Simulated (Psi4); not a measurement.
# C8H20O4W (SMILES CC[O][W]([O]CC)([O]CC)[O]CC) at UB3LYP/def2-SVP (density fitting, core potential, sweep point 4)

Aim: the vertical ionisation energy of C8H20O4W at UB3LYP/def2-SVP (density fitting, core potential, sweep point 4), from 2 runs. 

The calculation is run with Psi4 1.11.

4 further runs of the same task are left out: 4 set aside as unsound or not needed.

### 1 The molecule

The species is C8H20O4W (33 atoms), meant as a triplet with charge 0. As SMILES, `CC[O][W]([O]CC)([O]CC)[O]CC`. The shape comes from GFN2-xTB, which is rough for such elements, and wasn't checked as a minimum. This is one conformer, not always the lowest.

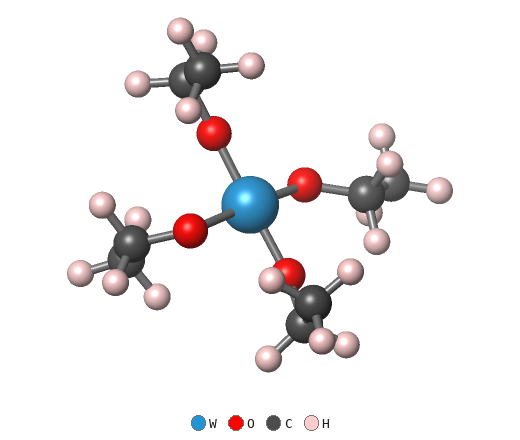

The structure, seen from a chosen angle (tungsten blue, oxygen red, carbon dark grey, hydrogen pink).

### 2 The energy at UB3LYP/def2-SVP (density fitting, core potential, sweep point 4)

Input file c8h20o4w.in:

```
memory 3.3 GB

molecule mol {
  0 3
  W     -0.009780    -0.118030    -0.143890
  O     -1.019440     1.357310    -0.119220
  C     -1.252740     2.650280     0.314930
  C     -0.683910     2.791800     1.729200
  H     -2.335940     2.867570     0.304440
  H     -0.748170     3.359100    -0.364600
  H     -0.756460     3.816530     2.085140
  H      0.364000     2.480540     1.698160
  H     -1.231090     2.132270     2.404560
  O      1.643530     1.037730     0.170060
  C      2.542840     1.197860    -0.870060
  C      1.920470     0.920820    -2.253920
  H      3.410750     0.523470    -0.729180
  H      2.927580     2.235180    -0.857940
  H      2.631970     1.146670    -3.048570
  H      1.034890     1.559200    -2.381630
  H      1.628360    -0.142240    -2.330240
  O      0.995210    -1.585760    -0.105940
  C      1.958930    -2.476330     0.321190
  C      2.355760    -2.098990     1.751660
  H      2.838260    -2.418540    -0.344390
  H      1.562340    -3.506570     0.286710
  H      3.159730    -2.730650     2.121020
  H      1.482680    -2.201720     2.399320
  H      2.673320    -1.053940     1.756430
  O     -1.633390    -1.180110    -0.630300
  C     -2.897340    -1.057420    -0.074090
  C     -3.933090    -1.876600    -0.853530
  H     -3.208020     0.008880    -0.075190
  H     -2.885980    -1.407900     0.978070
  H     -4.917920    -1.770110    -0.405310
  H     -3.647930    -2.925440    -0.848110
  H     -3.969440    -1.534850    -1.884780
  symmetry c1
}

set {
  basis                def2-SVP
  reference            uks
  puream               true
  scf_type             df
  dft_radial_points    50
  dft_spherical_points 194
  maxiter              100
}

result, w = energy('b3lyp', return_wfn=True)
```

Command:

```sh
psi4 -i c8h20o4w.in -o c8h20o4w.out -n 1
```

c8h20o4w.out:

```text
[...]
    !!!  WARNING: ECP capability is in beta. Please check occupations closely.  !!!
[...]
  Running in c1 symmetry.
[...]
  Nuclear repulsion = 1015.143840471250542
[...]
  Multiplicity = 3
[...]
  Nalpha       = 58
  Nbeta        = 56
[...]
    Number of basis functions: 300
[...]
   @DF-UKS iter   1:  -682.93553565985394   -4.67103e-01   5.92531e-03 DIIS/ADIIS
[...]
   @DF-UKS iter  13:  -684.49976040222725   -2.79710e-07   5.25337e-07 DIIS
[...]
   @S^2 Observed:                2.006985849E+00
[...]
    Orbital Energies [Eh]
    ---------------------
    Alpha Occupied:
       1A    -19.156804     2A    -19.152511     3A    -19.089455
       4A    -19.086961     5A    -10.252502     6A    -10.247858
       7A    -10.219603     8A    -10.211093     9A    -10.186243
      10A    -10.182614    11A    -10.179495    12A    -10.157613
      13A     -3.025675    14A     -1.695936    15A     -1.672888
      16A     -1.665975    17A     -1.031244    18A     -0.999153
      19A     -0.953884    20A     -0.942153    21A     -0.753241
      22A     -0.736341    23A     -0.725539    24A     -0.709735
      25A     -0.645876    26A     -0.609733    27A     -0.591583
      28A     -0.575547    29A     -0.527686    30A     -0.498959
      31A     -0.487695    32A     -0.485757    33A     -0.463140
      34A     -0.457139    35A     -0.450943    36A     -0.446920
[...]
  @DF-UKS Final Energy:  -684.49976040222725
   => Energetics <=
    Nuclear Repulsion Energy =           1015.1438404712505417
    One-Electron Energy =               -2972.5032400406716988
    Two-Electron Energy =                1348.1447628688074474
    DFT Exchange-Correlation Energy =     -75.2851237016135002
    Empirical Dispersion Energy =           0.0000000000000000
    VV10 Nonlocal Energy =                  0.0000000000000000
    Total Energy =                       -684.4997604022272526
[...]
 Multipole Moments:
 ------------------------------------------------------------------------------------
     Multipole            Electronic (a.u.)      Nuclear  (a.u.)        Total (a.u.)
 ------------------------------------------------------------------------------------
 L = 1.  Multiply by 2.5417464519 to convert [e a0] to [Debye]
 Dipole X            :         -0.3449958            0.7890853            0.4440896
 Dipole Y            :         -8.1918112            8.4112757            0.2194645
 Dipole Z            :         -8.9596356            9.2447248            0.2850891
 Magnitude           :                                                    0.5715383
[...]
```

Wall time 55 s (1 thread of Intel Xeon 6975P-C (Granite Rapids), shared host); peak memory 2.6 GiB.

### 3 The doublet cation

Input file job.dat:

```
memory 3300 MB

molecule {
  1 2
  W     -0.009780    -0.118030    -0.143890
  O     -1.019440     1.357310    -0.119220
  C     -1.252740     2.650280     0.314930
  C     -0.683910     2.791800     1.729200
  H     -2.335940     2.867570     0.304440
  H     -0.748170     3.359100    -0.364600
  H     -0.756460     3.816530     2.085140
  H      0.364000     2.480540     1.698160
  H     -1.231090     2.132270     2.404560
  O      1.643530     1.037730     0.170060
  C      2.542840     1.197860    -0.870060
  C      1.920470     0.920820    -2.253920
  H      3.410750     0.523470    -0.729180
  H      2.927580     2.235180    -0.857940
  H      2.631970     1.146670    -3.048570
  H      1.034890     1.559200    -2.381630
  H      1.628360    -0.142240    -2.330240
  O      0.995210    -1.585760    -0.105940
  C      1.958930    -2.476330     0.321190
  C      2.355760    -2.098990     1.751660
  H      2.838260    -2.418540    -0.344390
  H      1.562340    -3.506570     0.286710
  H      3.159730    -2.730650     2.121020
  H      1.482680    -2.201720     2.399320
  H      2.673320    -1.053940     1.756430
  O     -1.633390    -1.180110    -0.630300
  C     -2.897340    -1.057420    -0.074090
  C     -3.933090    -1.876600    -0.853530
  H     -3.208020     0.008880    -0.075190
  H     -2.885980    -1.407900     0.978070
  H     -4.917920    -1.770110    -0.405310
  H     -3.647930    -2.925440    -0.848110
  H     -3.969440    -1.534850    -1.884780
  symmetry c1
}

set globals {
  basis def2-SVP
  reference uks
  puream true
  scf_type df
  dft_radial_points 50
  dft_spherical_points 194
  maxiter 100
}

e = energy("b3lyp")
print_variables()
```

Command:

```sh
psi4 -i job.dat -o job.out -n 1
```

job.out:

```text
[...]
    !!!  WARNING: ECP capability is in beta. Please check occupations closely.  !!!
[...]
  Running in c1 symmetry.
[...]
  Nuclear repulsion = 1015.143840471250542
[...]
  Multiplicity = 2
[...]
  Nalpha       = 57
  Nbeta        = 56
[...]
    Number of basis functions: 300
[...]
   @DF-UKS iter   1:  -682.49201364845226   -2.35812e-02   6.14236e-03 DIIS/ADIIS
[...]
   @DF-UKS iter  15:  -684.25584533085930   -2.06432e-07   5.27436e-07 DIIS
[...]
   @S^2 Observed:                7.685997599E-01
[...]
    Orbital Energies [Eh]
    ---------------------
    Alpha Occupied:
       1A    -19.347216     2A    -19.343695     3A    -19.309329
       4A    -19.287095     5A    -10.395150     6A    -10.392647
       7A    -10.374564     8A    -10.373520     9A    -10.329117
      10A    -10.317760    11A    -10.314127    12A    -10.288342
      13A     -3.258891    14A     -1.916382    15A     -1.902157
      16A     -1.894680    17A     -1.211270    18A     -1.176335
      19A     -1.149031    20A     -1.132389    21A     -0.902732
      22A     -0.878585    23A     -0.877187    24A     -0.857406
      25A     -0.800288    26A     -0.756692    27A     -0.750598
      28A     -0.731451    29A     -0.681272    30A     -0.662683
      31A     -0.653149    32A     -0.645443    33A     -0.637124
      34A     -0.610901    35A     -0.610561    36A     -0.605685
[...]
  @DF-UKS Final Energy:  -684.25584533085930
   => Energetics <=
    Nuclear Repulsion Energy =           1015.1438404712505417
    One-Electron Energy =               -2953.5616199627775131
    Two-Electron Energy =                1329.1196629396060871
    DFT Exchange-Correlation Energy =     -74.9577287789382467
    Empirical Dispersion Energy =           0.0000000000000000
    VV10 Nonlocal Energy =                  0.0000000000000000
    Total Energy =                       -684.2558453308590742
[...]
 Multipole Moments:
 ------------------------------------------------------------------------------------
     Multipole            Electronic (a.u.)      Nuclear  (a.u.)        Total (a.u.)
 ------------------------------------------------------------------------------------
 L = 1.  Multiply by 2.5417464519 to convert [e a0] to [Debye]
 Dipole X            :         -0.5353481            0.7890853            0.2537373
 Dipole Y            :         -8.2129454            8.4112757            0.1983303
 Dipole Z            :         -8.9977256            9.2447248            0.2469991
 Magnitude           :                                                    0.4058646
[...]
```

Run time: 64 s. Hardware: 1 thread of Intel Xeon 6975P-C (Granite Rapids), shared host; peak memory 2.6 GiB.

### 4 What came out

Level: UB3LYP/def2-SVP (density fitting, core potential, sweep point 4).

```
                                            quantity          value
                      triplet C8H20O4W: total energy  -684.49976 Eh
                     triplet C8H20O4W: dipole moment         1.45 D
triplet C8H20O4W: HOMO energy (highest over α and β)       -4.79 eV
 triplet C8H20O4W: LUMO energy (lowest over α and β)       -2.51 eV
                              triplet C8H20O4W: ⟨S²⟩          2.007
                        doublet cation: total energy  -684.25585 Eh
  doublet cation: HOMO energy (highest over α and β)      -11.33 eV
   doublet cation: LUMO energy (lowest over α and β)       -8.43 eV
                                doublet cation: ⟨S²⟩          0.769
  vertical ionisation energy (to the doublet cation)       6.637 eV
```

What this shows: Removing an electron at fixed nuclei costs 6.64 eV (153 kcal/mol).
